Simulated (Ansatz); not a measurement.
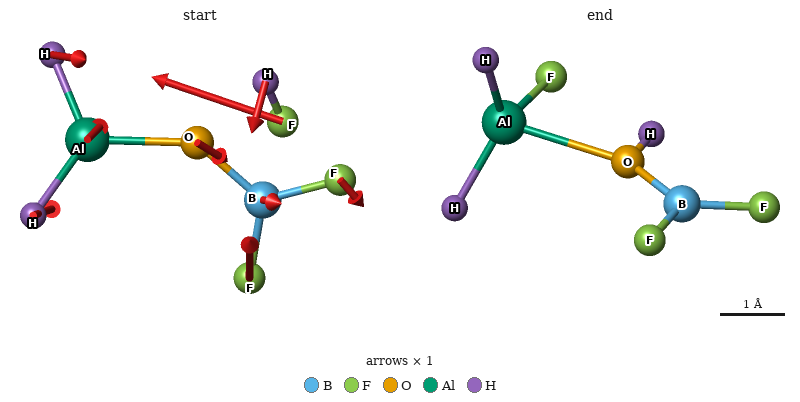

The structure of AlBH$_{3}$OF$_{3}$ before (left) and after (right) a relaxation, at one scale. The red arrows give the displacements, at their true length.

A ball-and-stick model, seen at a tilt.

The run prepares an end point of a later path (reaction) calculation, from a guessed geometry.

The calculation used Ansatz, RKS BLYP-D4/def2-SVP.

Input file:
```yaml
crystal:
  periodic: [false, false, false]
  atoms:
    - { symbol: B, position_ang: [-0.094518, -0.239996, -0.401992] }
    - { symbol: F, position_ang: [0.113066, -0.383519, 2.108942] }
    - { symbol: F, position_ang: [0.965792, 0.56475, -0.500644] }
    - { symbol: F, position_ang: [-1.315372, 0.303316, -0.495102] }
    - { symbol: O, position_ang: [0.079729, -1.607953, -0.293461] }
    - { symbol: Al, position_ang: [-0.867015, -3.067425, -0.372902] }
    - { symbol: H, position_ang: [-0.428202, -4.174859, 0.676306] }
    - { symbol: H, position_ang: [-1.977597, -3.210353, -1.498127] }
    - { symbol: H, position_ang: [0.692819, -1.020661, 1.745081] }
basis:
  gaussian: { orbitals: def2-SVP }
hamiltonian:
  xc: blyp
  dispersion: d4
relax:
  f_tol: 0.03
  max_steps: 50
```

Command:
```bash
ansatz run input.yaml --threads 2 --pin off --max-ram 3072MiB --backend cpu --events-out ev --progress --plain --runs-dir out
```

Question: Describe what moved and what it gained.

Answer: F2 moves most after the best rigid fit: 2.20 Å. Largest moves by element: F 2.20 Å, H 1.74 Å, Al 0.92 Å, O 0.85 Å, B 0.48 Å. Some distances before and after: F2–Al6 3.785 → 1.724 Å, O5–H9 2.208 → 0.988 Å, F2–H9 0.935 → 2.043 Å, O5–Al6 1.741 → 2.082 Å. New bonds form, among them: F2–Al6 (3.78 → 1.72 Å), O5–H9 (2.21 → 0.99 Å). Bonds break, among them: F2–H9 (0.94 → 2.04 Å). Bond angles that change, for instance: O5–Al6–H8 119.2° → 103.8°, O5–Al6–H7 113.8° → 103.3°, B1–O5–Al6 139.2° → 146.0°. After 40 accepted moves (46 points after the start) the energy has fallen by 25.3 kcal/mol. Largest force component: 0.88 eV/Å at the start, 0.012 eV/Å at the end. The line search rejected the trial steps at points 2, 22, 35, 40, 42, 45 of the run.

Limits of the set-up: the start holds two separate molecules, 2.2 Å apart at their closest, whose relative position is a soft coordinate.
